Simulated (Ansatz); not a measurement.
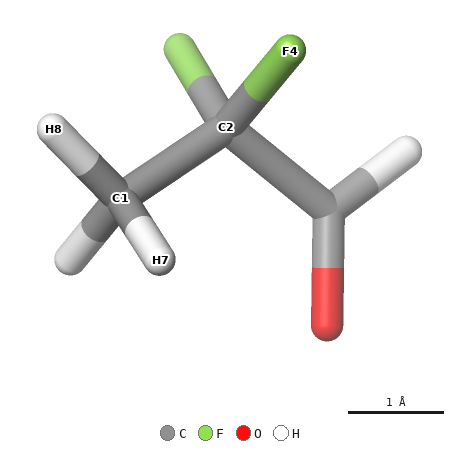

This is the input geometry for a relaxation of C3H4F2O. A stick model, seen from a free direction.

The start comes from PBE-D4/def2-SVP.

These are results of RKS PBE0-D4/def2-TZVP (Ansatz), not measurements.

Input file:
```yaml
crystal:
  periodic: [false, false, false]
  atoms:
    - {symbol: C, position_ang: [-0.409365, -1.081944, 0.345313]}
    - {symbol: C, position_ang: [0.287454, -0.009583, -0.447916]}
    - {symbol: F, position_ang: [1.633393, -0.279603, -0.568818]}
    - {symbol: F, position_ang: [-0.217815, 0.066391, -1.727520]}
    - {symbol: C, position_ang: [0.193494, 1.417565, 0.130313]}
    - {symbol: O, position_ang: [-0.384535, 1.695816, 1.155263]}
    - {symbol: H, position_ang: [-1.488738, -0.854253, 0.420711]}
    - {symbol: H, position_ang: [-0.269593, -2.056390, -0.159113]}
    - {symbol: H, position_ang: [0.010698, -1.128489, 1.367016]}
    - {symbol: H, position_ang: [0.728008, 2.179190, -0.512248]}
basis:
  gaussian: {orbitals: def2-TZVP}
hamiltonian: {xc: pbe0, dispersion: d4}
relax: {f_tol: 0.005, max_steps: 150}
```

Run as
```bash
ansatz run in.yaml --threads 4 --pin off --events-out ev --progress --plain --max-ram 10444MiB
```

What does the optimiser find from here?

The largest move after the best rigid fit is that of H10, 0.026 Å. By element the largest moves are H 0.026 Å, O 0.025 Å, F 0.019 Å, C 0.010 Å. Near-neighbour distances that change, for instance: C5–H10 1.131 → 1.109 Å, C1–H7 1.106 → 1.089 Å, C5–O6 1.209 → 1.194 Å, C2–F3 1.378 → 1.364 Å. The energy falls by 4.63 kJ/mol in 5 geometry steps. Largest force component: 1.3 eV/Å at the start, 0.0012 eV/Å at the end.

Final geometry:

```xyz
10

C    -0.4067   -1.0741    0.3445
C     0.2843   -0.0104   -0.4427
F     1.6154   -0.2819   -0.5669
F    -0.2127    0.0590   -1.7110
C     0.1937    1.4091    0.1260
O    -0.3822    1.6809    1.1356
H    -1.4691   -0.8454    0.4199
H    -0.2698   -2.0320   -0.1572
H     0.0120   -1.1201    1.3490
H     0.7181    2.1637   -0.4943
```
